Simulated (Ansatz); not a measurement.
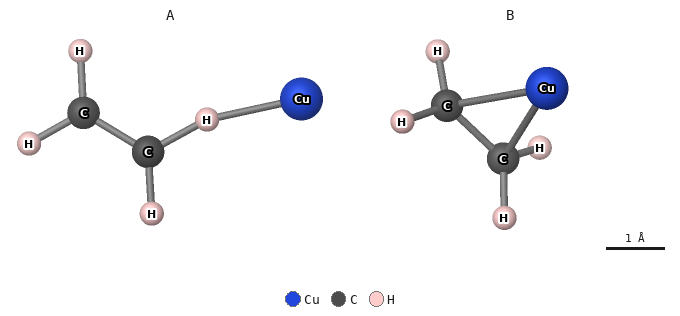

Two geometries of C$_{2}$H$_{4}$Cu (charge +1) (coarse preliminary run), drawn at one scale. One is the start of a relaxation, the other its converged end. A ball-and-stick model, seen face on.

Theory: RKS PBE-D4/def2-SVP in Ansatz 0.2.0. Set-up: force threshold 0.03 eV/Å; at most 250 steps.

Which geometry has the lower energy?

Answer. Structure B is the relaxed one. The largest move after the best rigid fit is that of the Cu atom, 1.91 Å. By element the largest moves are Cu 1.91 Å, H 1.37 Å, C 0.48 Å. Among the contacts that change: C–Cu 3.785 → 2.062 Å, Cu–H 1.674 → 2.585 Å, C–Cu 2.808 → 2.061 Å, C–C 1.311 → 1.391 Å. New bonds form, among them: C–Cu (2.81 → 2.06 Å), C–Cu (3.79 → 2.06 Å). Bonds break, among them: Cu–H (1.67 → 2.59 Å). Bond angles that change, for instance: C–C–H 124.8° → 121.0°, C–C–H 124.4° → 121.0°. After 15 geometry steps the energy has fallen by 40.7 kcal/mol. The largest force component goes from 1.1 to 0.0073 eV/Å. Cost: 12 s on 4 threads of AMD EPYC 7R43 64-Core, on a shared host.
